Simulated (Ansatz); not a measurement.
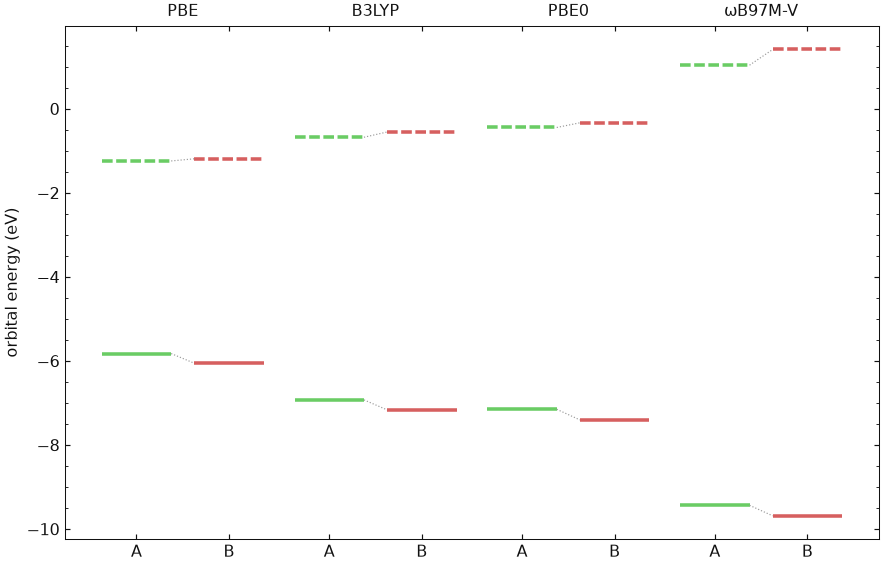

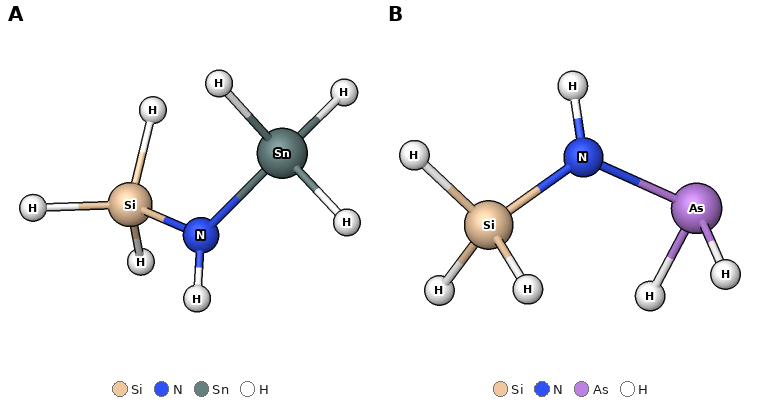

One change: A, SnSiNH₇ (SMILES [SiH3][NH][SnH3]), becomes B, SiAsNH₆ (SMILES [SiH3]N[AsH2]). SnH₃ on N is replaced by AsH₂. HOMO (solid) and LUMO (dashed) computed in def2-TZVPP at PBE0-D4/def2-TZVP geometries, both minima by their frequencies, gas phase, the Ansatz code. Empty levels above zero depend strongly on the basis.

**What does the change do to HOMO and LUMO?**

PBE: the HOMO falls by 0.23 eV, the LUMO rises by 0.05 eV, and the separation goes from 4.58 to 4.86 eV. B3LYP: the HOMO falls by 0.24 eV, the LUMO rises by 0.13 eV, and the separation goes from 6.25 to 6.61 eV. PBE0: the HOMO falls by 0.25 eV, the LUMO rises by 0.11 eV, and the separation goes from 6.71 to 7.07 eV. ωB97M-V: the HOMO falls by 0.25 eV, the LUMO rises by 0.37 eV, and the separation goes from 10.47 to 11.10 eV.

**Do the functionals agree on the effect?**

They agree on the direction for both levels; the HOMO shift lies between −0.25 and −0.23 eV and the LUMO shift between 0.05 and 0.37 eV, while the separations themselves differ by up to 6.2 eV between functionals.

Note: core potentials past krypton; spin-orbit coupling is left out, and with Sn it can shift these values.
